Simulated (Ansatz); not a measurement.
## Electronic structure of F₃H₃Si₂···H₂O in real space

The calculation's input:

```
crystal:
  periodic: [false, false, false]
  atoms:
    - { symbol: Si, position_ang: [0.0, 0.0, 0.0] }
    - { symbol: O, position_ang: [0.0, 0.0, 2.03] }
    - { symbol: H, position_ang: [-0.9095, -0.2814, 2.3671] }
    - { symbol: F, position_ang: [1.4994, 0.0, -0.5295] }
    - { symbol: F, position_ang: [-0.7489, 1.2974, -0.5295] }
    - { symbol: F, position_ang: [-0.7489, -1.2974, -0.5295] }
    - { symbol: Si, position_ang: [1.3153, -1.9973, 0.7946] }
    - { symbol: H, position_ang: [0.4966, -3.1999, 0.6724] }
    - { symbol: H, position_ang: [2.5185, -2.1437, -0.0193] }
    - { symbol: H, position_ang: [1.6939, -1.807, 2.1918] }
    - { symbol: H, position_ang: [0.6714, -1.0196, 1.9036] }
basis:
  gaussian: { orbitals: def2-SVP }
hamiltonian:
  xc: b3lyp
relax:
  f_tol: 0.15
  max_steps: 25
  restrain:
    - { distance: [0, 6], at: 2.22, k: 30.0 }
    - { distance: [10, 1], at: 1.01, k: 30.0 }
    - { distance: [0, 1], at: 2.88, k: 30.0 }
    - { distance: [10, 6], at: 2.66, k: 30.0 }
output:
  orbitals: {}
```

Command:

```sh
ansatz run input.yaml --threads 4 --pin off --max-ram 5120MiB --backend cpu --events-out ev --progress --plain --runs-dir out
```

The fields are those of the run's last geometry, not of the input's.

Not at a stationary point (largest force 1.2 eV/Å).

Theory: RKS B3LYP/def2-SVP (Ansatz).

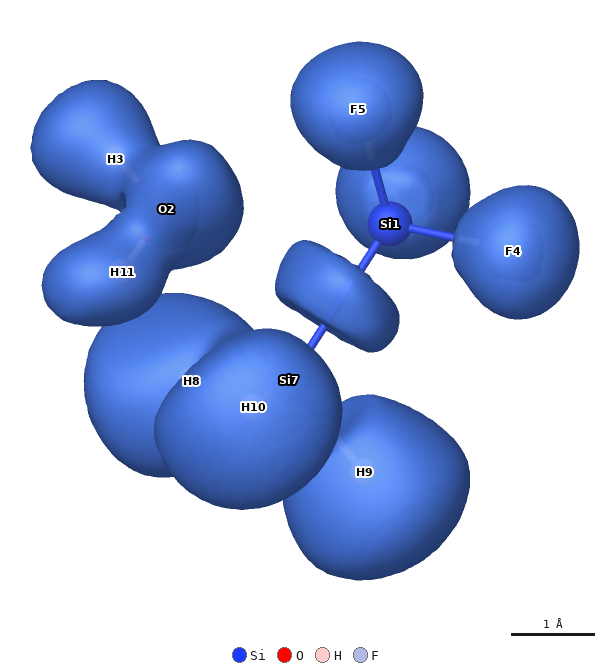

Figure 1. Isosurface of the electron localisation function at 0.75 (blue), seen at a tilt. Core shells and regions of very low density are left out.

Question: Where are the electrons localised?

Answer: At this value the surface marks out one region between bonded Si–Si atoms (shared pairs), three regions around hydrogen nuclei, three regions wrapped around F (its lone pairs, merged into a ring or cap) and one joined region spread over several atoms (H, O), in which their bonds and any lone pairs are merged. Profiles from the grid: Si7···O2 (2.69 Å): the ELF is about 0.10 at the midpoint. Si–F (1.61 Å): the ELF peaks at about 0.85 in the valence shell of F, 0.6 Å from its nucleus, and is about 0.45 at the midpoint.

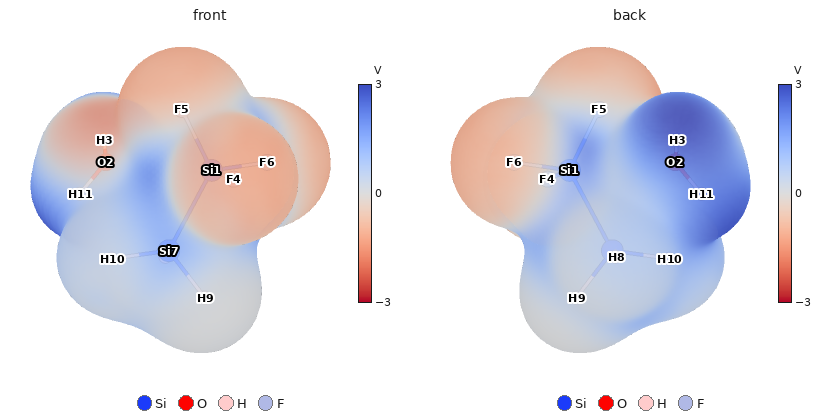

Figure 2. The molecular electrostatic potential painted on the density surface at 0.002 e/bohr³, seen from the front and from behind; the colour scale runs from red (negative) to blue (positive).

Question: Describe the electrostatic potential map.

Answer: The most negative region (about −1.2 V, or −28 kcal/mol for a unit charge) lies over the gap between the two molecules, near O2 and F5, the most positive (about +2.8 V, or +65 kcal/mol for a unit charge) over H3 and H11.

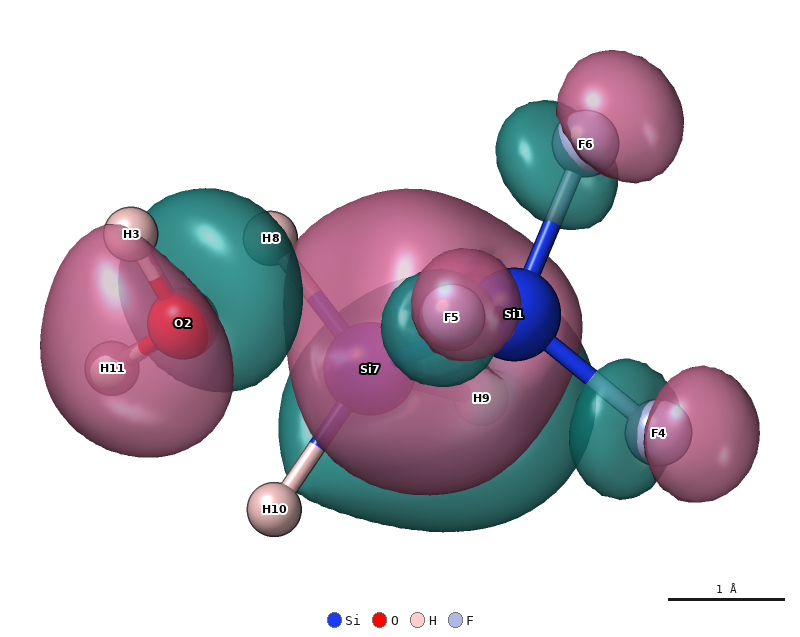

Figure 3. The HOMO at ±0.08 Å⁻³ᐟ² (teal and pink are the two phases), seen from one side.

Question: What is the character of this orbital?

Answer: By Hirshfeld shares it lies mainly on O2 (about 25 %), Si7 (about 25 %), Si1 (about 20 %) and H9 (about 15 %). Its energy is −8.65 eV.

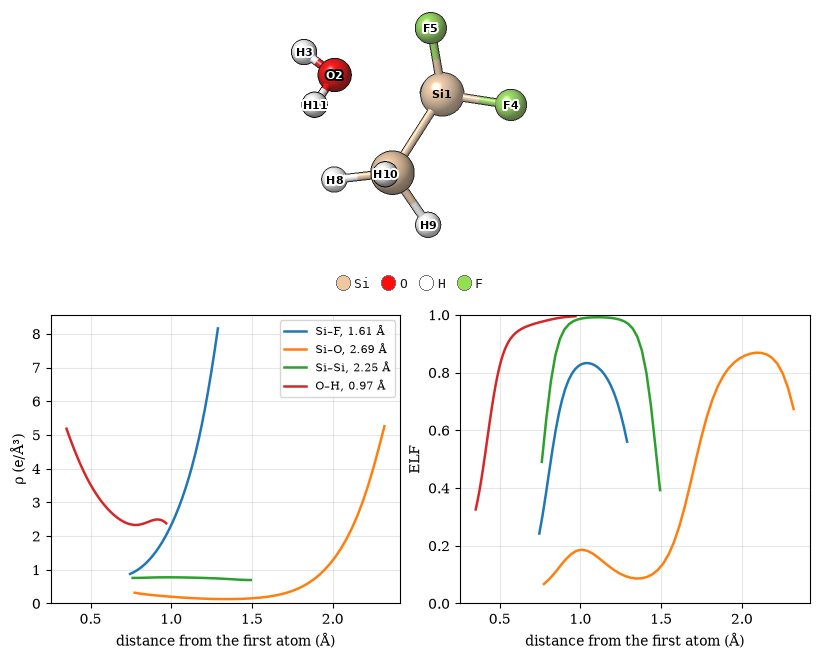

Figure 4. Electron density and ELF along straight lines between neighbouring atoms. The curves leave out the atomic cores. The structure is drawn too.

Question: Compare the contacts.

Answer: Si–F (1.61 Å): the density is about 1 e/Å³ at the midpoint; the ELF peaks at about 0.85 in the valence shell of F, 0.6 Å from its nucleus, and is about 0.45 at the midpoint.
Si7···O2 (2.69 Å): the density falls to about 0.13 e/Å³ on the way; the ELF is about 0.10 at the midpoint.
Si–Si (2.25 Å): ρ at the midpoint is about 0.77 e/Å³; the ELF peaks at about 1 between the atoms, as expected for a covalent bond.
O–H (0.97 Å): ρ is about 3.7 e/Å³ halfway; the ELF climbs to about 1 towards the hydrogen, as it does in any bond to H; an ordinary covalent bond to hydrogen.
